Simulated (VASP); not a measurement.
# WC (Qusongite): structure and properties in VASP

Aim: relax WC (Qusongite) with r2SCAN, compute its properties on that cell and hold them against experiment. The steps: full relaxation (r2SCAN), density, ELF and potential (r2SCAN), bands along the symmetry lines (r2SCAN), total and projected DOS (r2SCAN), zone-centre phonons (r2SCAN), optical spectrum (r2SCAN) and relaxing the atoms (r2SCAN), changed input. Left out of this account: 1 further run (relaxation: it shows nothing beyond the runs told). The start is a cell from a database of measured crystal structures.

Program: VASP 6.6.1. Level of theory: r2SCAN; plane waves and PAW (W, C). Results are calculated unless marked as measured.

**What experiment says.**

“Reflectance spectral studies of spark plasma sintered tungsten carbide pellet” (2024, arxiv:2411.15754) reports for WC, hexagonal WC, by X-ray diffraction (polycrystalline pellet, spark plasma sintered, 99.996 wt% purity): lattice constant a (a of hexagonal cell) 2.906 Å; lattice constant c (c of hexagonal cell) 2.837 Å.

This is a report of a sequence of runs, with most program output left out.

## 1. The starting structure

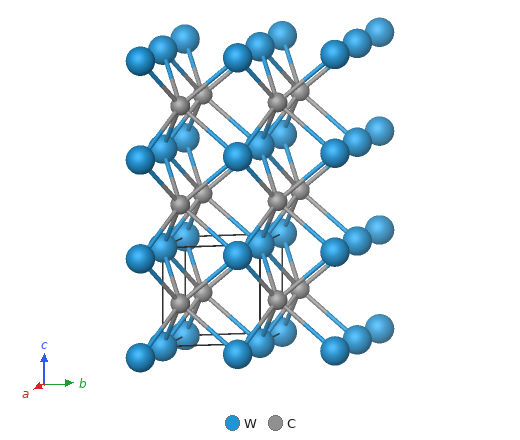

The starting structure, seen slightly off an axis (tungsten blue, carbon grey). 2×2×3 cells are drawn. Bonds to atoms that aren't drawn are left out. Some periodic images of atoms are drawn too.

As a file:

```xyz
2
Lattice="2.9065 0.0000 0.0000 -1.4532 2.5171 0.0000 0.0000 0.0000 2.8366" Properties=species:S:1:pos:R:3 pbc="T T T"
W     0.0000    0.0000    0.0000
C     1.4533    0.8390    1.4183
```

## 2. Full relaxation (r2SCAN)

Properties are meant for the cell that this level of theory prefers, so cell and atoms are relaxed first (ISIF = 3) until forces and stress are small; EDIFFG sets the threshold. r2SCAN adds the kinetic-energy density, costs more than a GGA and is run with LASPH.

INCAR reads:

```
SYSTEM = WC
PREC = Accurate
ENCUT = 520
EDIFF = 1E-06
NELM = 100
ISMEAR = 0
SIGMA = 0.05
LREAL = .FALSE.
ALGO = Normal
METAGGA = R2SCAN
LASPH = .TRUE.
NBANDS = 11
LORBIT = 11
LWAVE = .FALSE.
LCHARG = .FALSE.
KPAR = 2
IBRION = 2
NSW = 60
ISIF = 3
EDIFFG = -0.01
```

POSCAR reads:

```
WC
1.0
    2.9065000000      0.0000000000      0.0000000000
   -1.4532500000      2.5171028361      0.0000000000
    0.0000000000      0.0000000000      2.8366000000
W C
1 1
Direct
    0.0000000000      0.0000000000      0.0000000000
    0.6666666667      0.3333333333      0.5000000000
```

KPOINTS reads:

```
Automatic mesh
0
Gamma
9 9 8
0 0 0
```

The projector-augmented-wave data sets are W and C (PBE family, release 64).

Started as:

```sh
> mpirun -np 2 vasp_std
```

Run time: 74 s. Hardware: 2 MPI ranks of Intel Xeon Platinum 8259CL at 2.50GHz (Skylake/Cascade Lake), shared host; peak memory 0.29 GiB; 2 min of CPU time.

The k-mesh is coarse for a metal. The PAW data sets were made with PBE, which is usual practice but a small mismatch for other functionals. The data set W keeps the semicore shell frozen, which is cheaper and a little less accurate. The run keeps the 12 symmetry operations of its start, so it cannot find a distortion of lower symmetry.

Little changed from the start: no atom moved by 0.005 Å and no cell edge by 0.1 %.

This step gave:

| Property | Result |
| --- | --- |
| electrons | 10 |
| bands | 11 |
| irreducible k-points | 60 |
| symmetry operations | 12 |
| free energy (TOTEN) | -61.7417 eV |
| energy at zero smearing | -61.7415 eV |
| Fermi energy | 8.141 eV |
| pressure | -0.009928 GPa |
| metallic | yes |
| SCF cycles over all ionic steps | 32 |

It ends with forces that vanish by symmetry and a pressure of -0.01 GPa. The volume lies +0.1 % from that of the database's start.

## 3. Density, ELF and potential (r2SCAN)

The relaxed cell gets a fresh self-consistent run, on a basis set for its own volume, to fix the density and to check the remaining stress.

INCAR, as its differences from that of step 2:

```diff
@@ -14,7 +14,5 @@
 LWAVE = .FALSE.
-LCHARG = .FALSE.
-KPAR = 2
-IBRION = 2
-NSW = 60
-ISIF = 3
-EDIFFG = -0.01
+LCHARG = .TRUE.
+ISIF = 2
+LELF = .TRUE.
+LVHAR = .TRUE.
```

POSCAR reads:

```
WC
1.0
    2.9087397770      0.0000000000      0.0000000000
   -1.4543698885      2.5190425399      0.0000000000
    0.0000000000      0.0000000000      2.8351408906
W C
1 1
Direct
    0.0000000000      0.0000000000      0.0000000000
    0.6666666667      0.3333333333      0.5000000000
```

KPOINTS is that of step 2.

Started as:

```sh
> mpirun -np 2 vasp_std
```

Wall time 25 s (2 MPI ranks); peak memory 0.26 GiB; 39 s of CPU time.

This step gave:

| Quantity | Value |
| --- | --- |
| SCF cycles | 12 |
| bands | 12 |
| pressure | -0.005780 GPa |

Valence electrons inside each PAW sphere by angular momentum. Sphere charges, by row:

```
atom  s (e)  p (e)  d (e)  tot (e)
  W1  0.613  0.892   4.37    5.875
  C2  0.872  1.563      0    2.435
```

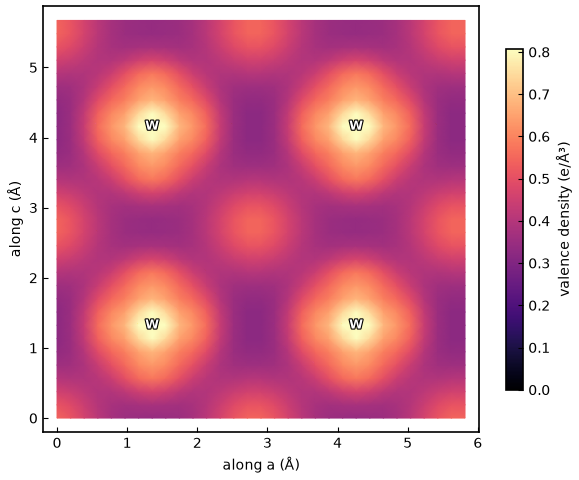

Valence density in the ac plane at fractional y = 0.000, with atoms of W within 0.2 Å of it. It is the smooth field of the valence electrons, not physical close to the nuclei. The map starts off the cell's origin, so that atoms lie inside it.

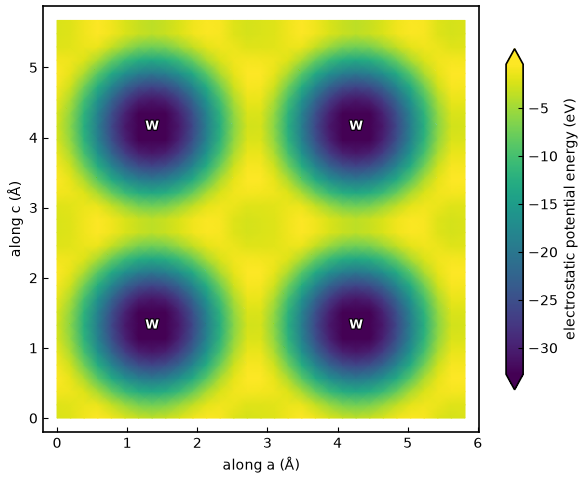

Electrostatic potential energy in the ac plane at fractional y = 0.000, with atoms of W within 0.2 Å of it. With pseudopotentials it is smooth inside the atoms' cores, unlike the true potential. The map starts off the cell's origin, so that atoms lie inside it.

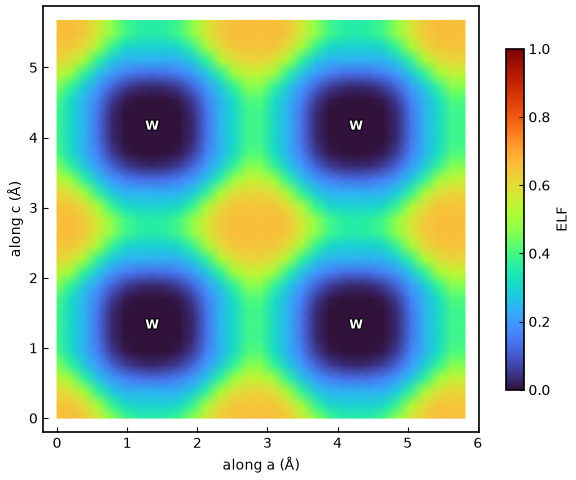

ELF in the ac plane at fractional y = 0.000, with atoms of W within 0.2 Å of it. It is the smooth field of the valence electrons, not physical close to the nuclei. The map starts off the cell's origin, so that atoms lie inside it.

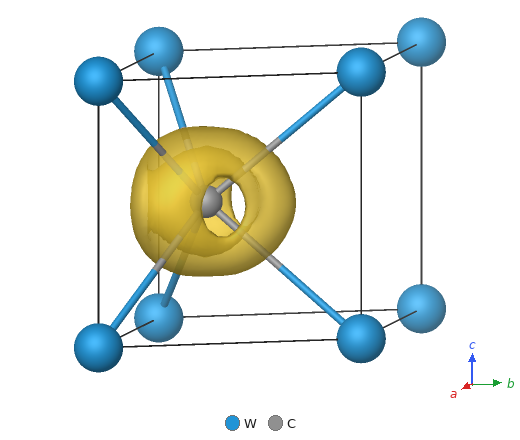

Surface of ELF = 0.74. Bonds to atoms that aren't drawn are left out.

In this run the pressure is -0.01 GPa, small enough to go on.

## 4. Bands along the symmetry lines (r2SCAN)

Levels along the symmetry lines show where the bands peak and cross; KPOINTS_OPT computes them in the converged potential.

INCAR reads:

```
SYSTEM = WC
PREC = Accurate
ENCUT = 520
EDIFF = 1E-06
NELM = 100
ISMEAR = 0
SIGMA = 0.05
LREAL = .FALSE.
ALGO = Normal
METAGGA = R2SCAN
LASPH = .TRUE.
NBANDS = 17
LORBIT = 11
LWAVE = .FALSE.
LCHARG = .FALSE.
KPAR = 2
```

POSCAR is that of step 3.

KPOINTS is that of step 3.

KPOINTS_OPT reads:

```
Line mode
16
Line-mode
Reciprocal
  0.00000000   0.00000000   0.00000000 GAMMA
  0.50000000   0.00000000   0.00000000 M

  0.50000000   0.00000000   0.00000000 M
  0.33333333   0.33333333   0.00000000 K

  0.33333333   0.33333333   0.00000000 K
  0.00000000   0.00000000   0.00000000 GAMMA

  0.00000000   0.00000000   0.00000000 GAMMA
  0.00000000   0.00000000   0.50000000 A

  0.00000000   0.00000000   0.50000000 A
  0.50000000   0.00000000   0.50000000 L

  0.50000000   0.00000000   0.50000000 L
  0.33333333   0.33333333   0.50000000 H

  0.33333333   0.33333333   0.50000000 H
  0.00000000   0.00000000   0.50000000 A

  0.50000000   0.00000000   0.50000000 L
  0.50000000   0.00000000   0.00000000 M

  0.33333333   0.33333333   0.00000000 K
  0.33333333   0.33333333   0.50000000 H
```

Started as:

```sh
> mpirun -np 2 vasp_std
```

The job ended after 59 s (2 MPI ranks; peak memory 0.32 GiB).

Spin-orbit coupling is off here; with elements this heavy it splits and shifts levels by tenths of an eV or more.

Numbers from this step:

| Item | Value |
| --- | --- |
| bands | 17 |
| pressure | -0.008951 GPa |

Electronic bands along the path, in eV, zero at the Fermi level; # counts the bands kept:

```
    point     #1     #2     #3     #4     #5    #6    #7    #8
        Γ  -4.45  -3.46  -3.46   0.18   3.36  3.36  6.00  6.00
        M  -7.32  -3.72  -3.67  -0.46   2.46  4.71  5.08  7.36
        K  -6.80  -4.69  -3.56   0.73   1.03  2.19  3.45  9.69
        Γ  -4.45  -3.46  -3.46   0.18   3.36  3.36  6.00  6.00
        A  -8.94  -2.08  -2.08  -0.57  -0.57  3.84  4.90  4.90
        L  -6.68  -4.47  -4.36   0.27   4.56  5.44  7.01  9.66
        H  -7.39  -5.64  -1.72  -0.70   4.56  6.64  7.90  9.83
        A  -8.94  -2.08  -2.08  -0.57  -0.57  3.84  4.90  4.90
jump to L  -6.68  -4.47  -4.36   0.27   4.56  5.44  7.01  9.66
        M  -7.32  -3.72  -3.67  -0.46   2.46  4.71  5.08  7.36
jump to K  -6.80  -4.69  -3.56   0.73   1.03  2.19  3.45  9.69
        H  -7.39  -5.64  -1.72  -0.70   4.56  6.64  7.90  9.83
```

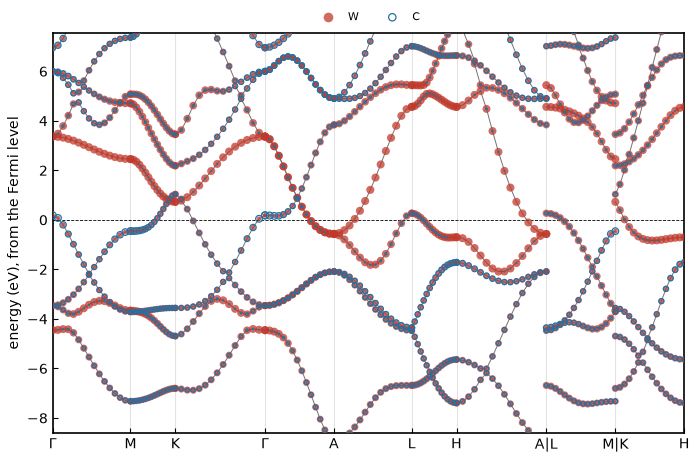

Electronic bands along the path; dots are coloured as in the legend, and their area grows with the weight.

There is no gap at this level.

## 5. Total and projected DOS (r2SCAN)

A density of states needs more k-points than a total energy; ISMEAR = -5 takes tetrahedra, and LORBIT projects the states on the PAW spheres. The mesh is finer than in the run before.

INCAR, as its differences from that of step 4:

```diff
@@ -5,3 +5,3 @@
 NELM = 100
-ISMEAR = 0
+ISMEAR = -5
 SIGMA = 0.05
@@ -16 +16,2 @@
 KPAR = 2
+NEDOS = 2001
```

POSCAR is that of step 4.

KPOINTS reads:

```
Automatic mesh
0
Gamma
13 13 12
0 0 0
```

Started as:

```sh
> mpirun -np 2 vasp_std
```

Wall time 68 s (2 MPI ranks); peak memory 0.35 GiB; 1.9 min of CPU time.

With tetrahedra the forces and stress of a metal are not exact derivatives of the energy.

Numbers from this step:

```
irreducible k-points   : 147
Fermi energy           : 8.113 eV
pressure               : -0.08116 GPa
DOS at the Fermi level : 0.2502 states/eV/cell
```

The density of states has structure finer than the step of the table below, so its rows give means over 1 eV, whole bins alone (the curve runs from -12.0 to 7.93 eV). Peaks (eV: height): total -11.7: 3.66, -2.7: 2.13, -1.6: 2.13, 4.3: 2.09; W d -11.7: 1.00, -2.7: 1.08, -1.6: 1.45, 4.3: 1.44; C p -6.7: 0.398, -4.2: 0.373, -2.7: 0.518, 6.2: 0.269; W p -11.7: 0.277, -4.2: 0.175, -3.3: 0.180, -0.9: 0.174; W s -11.8: 0.117, -6.7: 0.267, -4.2: 0.0614, 7.0: 0.0524.

States under -12.0 eV and over 7.9 eV are left out. The density of states by energy, zero at the Fermi level; means over each step; values in states/eV/cell:

```
energy (eV)    total     W d      C p      W p      W s      C s
        -11    0.152  0.0298   3.2e-4   0.0204  0.00410   0.0669
        -10        0       0        0        0        0        0
         -9  0.00414  7.8e-4   7.2e-4   1.3e-4  0.00178   8.5e-5
         -8   0.0588  0.0126   0.0107  0.00370   0.0213  0.00133
         -7     1.06   0.415    0.210   0.0716    0.157   0.0148
         -6    0.812   0.357    0.165   0.0634   0.0734   0.0139
         -5    0.748   0.358    0.162   0.0590   0.0329  0.00975
         -4     1.36   0.682    0.286    0.121   0.0423   0.0138
         -3     1.74   0.852    0.418    0.161   0.0210  0.00625
         -2    0.820   0.474    0.142   0.0713   0.0144  0.00183
         -1     1.22   0.751    0.140    0.140   0.0217  0.00370
          0    0.272   0.178   0.0284   0.0287  0.00348   7.1e-4
          1    0.252   0.226  0.00462  0.00368   9.2e-4   2.1e-4
          2    0.675   0.572   0.0261   0.0158  0.00372  0.00330
          3    0.702   0.533   0.0590   0.0215   0.0101  0.00706
          4     1.47   0.996    0.183   0.0381   0.0286   0.0350
          5     1.22   0.911    0.113   0.0289   0.0140   0.0306
          6     1.31   0.757    0.207   0.0423   0.0191   0.0872
          7     1.12   0.577    0.216   0.0449   0.0374   0.0619
```

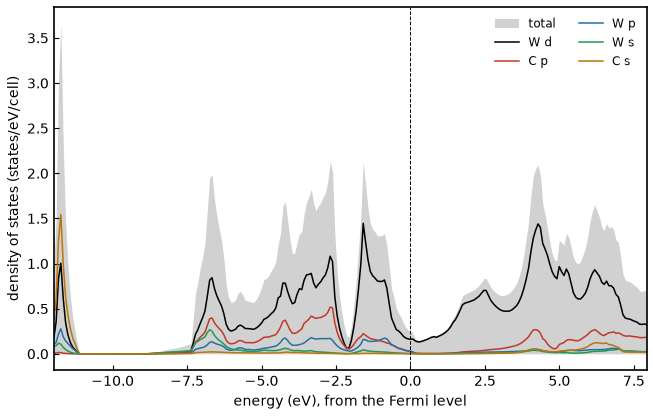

Density of states against energy.

The finer mesh and the other smearing move the Fermi level by -0.03 eV from the 9×9×8 run, a small shift, which tests the Fermi level alone. Of the states within 0.3 eV of the Fermi level, the largest shares in the PAW spheres are W d 67 %, W p 10 % and C p 10 %. The rest lies in smaller channels or between the spheres.

## 6. Zone-centre phonons (r2SCAN)

Zone-centre modes test whether the atoms sit at a minimum within this cell. IBRION = 6 takes the force constants from differences of forces between displaced cells, so the forces must be tight.

INCAR reads:

```
SYSTEM = WC
PREC = Accurate
ENCUT = 520
EDIFF = 1E-08
NELM = 100
ISMEAR = 1
SIGMA = 0.2
LREAL = .FALSE.
ALGO = Normal
METAGGA = R2SCAN
LASPH = .TRUE.
NBANDS = 11
LORBIT = 11
LWAVE = .FALSE.
LCHARG = .FALSE.
KPAR = 2
IBRION = 6
NFREE = 2
POTIM = 0.015
ISIF = 2
NSW = 1
```

POSCAR is that of step 5.

KPOINTS reads:

```
Automatic mesh
0
Gamma
15 15 14
0 0 0
```

Started as:

```sh
> mpirun -np 2 vasp_std
```

Elapsed: 16 min, on 2 MPI ranks; peak memory 0.94 GiB.

The last energy, forces, stress and levels in OUTCAR belong to the last displaced cell, not to the cell of POSCAR.

Numbers from this step:

```
bands                     : 11
irreducible k-points      : 216
pressure of the cell      : -0.2034 GPa
largest force of the cell : 0 eV/Å
```

The modes at Γ (shares of kinetic energy by element, %):

```
mode  frequency (cm⁻¹)  symmetry  W %  C %
   1               0.0  acoustic   94    6
   2               0.0  acoustic   94    6
   3               0.0  acoustic   94    6
   4             570.4      A2''    6   94
   5             625.4        E'    6   94
   6             625.4        E'    6   94
```

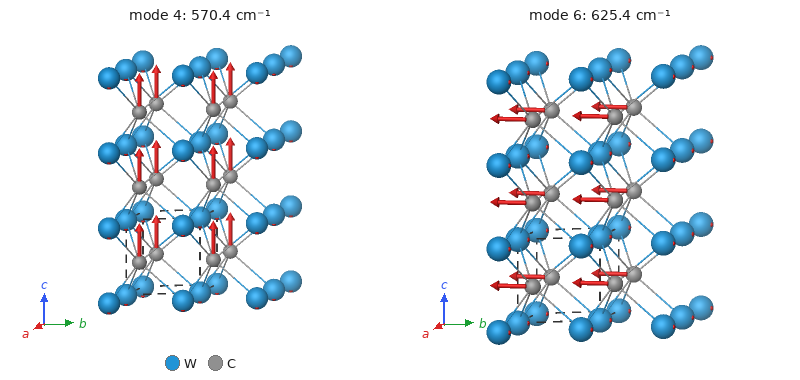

Displacement patterns of modes 4 and 6 at Γ; arrows are exaggerated. Bonds to atoms that aren't drawn are left out. 2×2×3 cells are drawn. Some periodic images of atoms are drawn too.

The three acoustic modes come out at zero, and all others are real. By the characters of their eigenvectors the optical modes sort into (cm⁻¹) Raman active: E' 625; infrared active: A2'' 570, E' 625.

## 7. Optical spectrum (r2SCAN)

LOPTICS sums transitions from filled to empty bands. NBANDS is raised for it.

INCAR reads:

```
SYSTEM = WC
PREC = Accurate
ENCUT = 520
EDIFF = 1E-06
NELM = 100
ISMEAR = 0
SIGMA = 0.05
LREAL = .FALSE.
ALGO = Normal
METAGGA = R2SCAN
LASPH = .TRUE.
NBANDS = 21
LORBIT = 11
LWAVE = .FALSE.
LCHARG = .FALSE.
KPAR = 2
LOPTICS = .TRUE.
NEDOS = 1500
CSHIFT = 0.1
```

POSCAR is that of step 6.

KPOINTS reads:

```
Automatic mesh
0
Gamma
13 13 12
0 0 0
```

Started as:

```sh
> mpirun -np 2 vasp_std
```

The job ended after 68 s (2 MPI ranks; peak memory 0.47 GiB).

These are independent-particle spectra without excitons or local fields, and fine structure depends on the mesh and on CSHIFT. The intraband (Drude) part is not in this spectrum.

Numbers from this step:

```yaml
bands: 21
irreducible_k_points: 147
free_energy_toten: -61.7410 eV
energy_at_zero_smearing: -61.7406 eV
fermi_energy: 8.152 eV
pressure: -0.1700 GPa
```

The imaginary dielectric function has structure finer than the step of the table below, so its rows give means over 1 eV, whole bins alone (the curve runs from 0 to 25.0 eV). Peaks (eV: height): xx 0.9: 11.1, 1.5: 10.2, 2.2: 16.8, 3.7: 20.9, 4.7: 19.5, 7.6: 14.9; zz 1.2: 21.9, 1.9: 17.7, 2.9: 29.2, 3.6: 26.1, 6.2: 17.8, 7.7: 20.6.

The imaginary dielectric function by photon energy; means over each step:

```
photon energy (eV)     xx     zz
                 1   7.27   7.31
                 2   10.5   13.2
                 3   15.7   22.6
                 4   17.9   18.7
                 5   15.7   13.7
                 6   10.3   14.9
                 7   10.9   12.3
                 8   12.6   15.3
                 9   10.4   6.20
                10   6.57   4.33
                11   5.06   3.42
                12   4.51   4.13
                13   2.63   4.49
                14   1.66   4.09
                15   2.13   2.98
                16   2.24   2.95
                17   2.39   1.71
                18   1.88   1.18
                19   1.75   1.43
                20   1.08   1.11
                21   1.13   1.16
                22  0.968   1.14
                23  0.741  0.883
                24  0.720  0.854
```

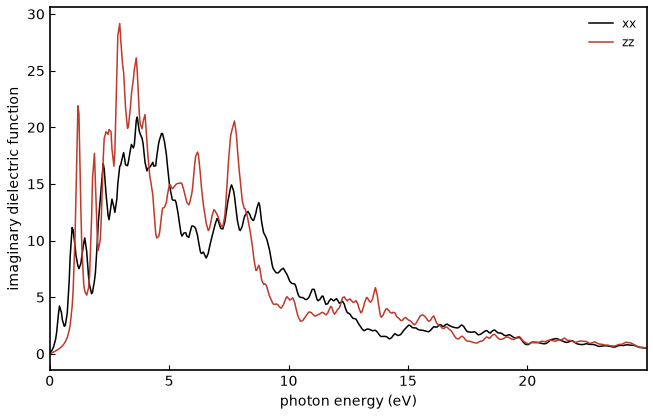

Imaginary dielectric function, plotted against photon energy.

Real dielectric function against photon energy:

```
photon energy (eV)      xx      zz
                 0    24.7    25.3
                 1    21.7    34.3
                 2    25.1    21.3
                 3    17.1    13.1
                 4    6.80    2.10
                 5   0.188    6.38
                 6    2.20    5.25
                 7    3.69    1.17
                 8  0.0621   -7.57
                 9   -4.58   -5.94
                10   -4.23   -3.18
                11   -2.61   -1.80
                12   -3.04  -0.387
                13   -3.37   -1.46
                14   -1.82   -1.76
                15  -0.676   -2.07
                16  -0.458   -1.90
                17   -1.07   -2.43
                18   -1.01   -1.11
                19   -1.36  -0.986
                20   -1.07   -1.10
                21  -0.491  -0.712
                22  -0.903  -0.794
                23  -0.612  -0.854
                24  -0.341  -0.473
```

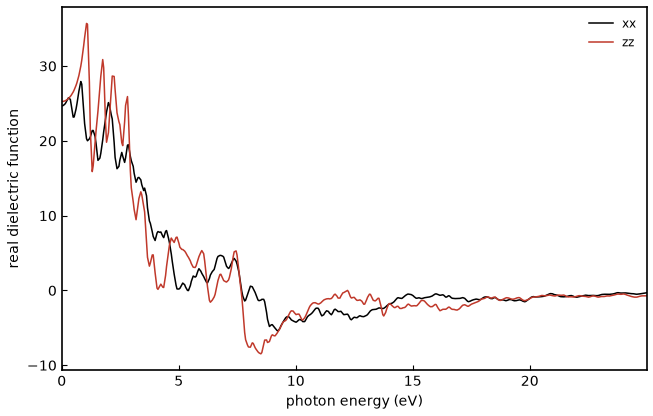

Real dielectric function, plotted against photon energy.

## 8. Relaxing the atoms (r2SCAN), changed input

This run is made with a changed input; what comes of it follows.

INCAR reads:

```
SYSTEM = WC
PREC = Accurate
ENCUT = 520
EDIFF = 1E-06
NELM = 89
ISMEAR = 0
SIGMA = 0.05
LREAL = .FALSE.
ALGO = Damped
METAGGA = R2SCAN
LASPH = .TRUE.
NBANDS = 11
LORBIT = 11
LWAVE = .FALSE.
LCHARG = .FALSE.
KPAR = 2
IBRION = 2
NSW = 30
ISIF = 2
EDIFFG = -0.01
TIME = 4
```

POSCAR is that of step 7.

KPOINTS reads:

```
Automatic mesh
0
Gamma
9 9 8
0 0 0
```

Started as:

```sh
> mpirun -np 2 vasp_std
```

The job ended after 1.9 min (2 MPI ranks; peak memory 0.3 GiB).

The electronic loop ended without reaching EDIFF, so its numbers are not used.

The fault in the input: damping step far too long (ALGO = "Damped" and TIME = 4.0). Lower TIME to 0.4 or under.

## 9. Summary of results

| Property | Result |
| --- | --- |
| relaxed volume | 10.39 Å³/atom |
| relaxed conventional cell a, b, c | 2.909, 2.909, 2.835 Å; angles 90.0, 90.0, 120.0° |
| space group after relaxing, within 0.02 Å | P-6m2 (No. 187) |
| band gap | none, a metal |
| DOS at the Fermi level | 0.250 states/eV/cell |
| highest zone-centre mode | 625 cm⁻¹ |

**Reading.** With r2SCAN, WC (Qusongite) relaxes to 10.39 Å³/atom in space group P-6m2 (held by the symmetry of the run) and comes out as a metal. Against the listed cell the volume lies +0.1 % (a +0.1 %, c -0.1 %). Bands along the symmetry lines (r2SCAN): Of the bands kept, 2 cross the Fermi level on this path. Zone-centre phonons (r2SCAN): The highest mode in this list at Γ, 625.4 cm⁻¹, is mostly motion of C (94 % of the kinetic energy). Spin-orbit coupling is left out, and with elements this heavy it would split and shift bands near the Fermi level. Modes at Γ alone can't show that the crystal is stable at other wave vectors. No search among competing phases was made, and a listed structure need not be the one stable at ambient conditions. All values are for a static lattice at zero temperature.

Computed beside measured:

```
              quantity  measured          r2SCAN
lattice constant a (Å)     2.906  2.909 (+0.1 %)
lattice constant c (Å)     2.837  2.835 (-0.1 %)
```

Measured values from arxiv:2411.15754 (2024).

**Verdict.** The lattice constant a is off by +0.1 %: good agreement. The lattice constant c is off by -0.1 %: good agreement. The grades are ours: good and fair within 0.7 and 1.5 % for the lattice constant a and 0.8 and 2 % for the lattice constant c. Zero-point motion and thermal expansion are not in the computed lattice constants.

[Lines on the potential files, build, host, timing and source positions are cut from VASP's logs without a mark.]

[Logs are printed without paths, hosts, clocks, repeated set-up lines and the standing remarks that a program may print on its own settings, such as how far it seeks lower states.]

[Hosts, paths, dates, database ids (printed as entryN), source tags and the programs' standing remarks are cut or masked in the printed files.]

[A measured line is paired with the nearest computed mode of its activity, which favours agreement.]
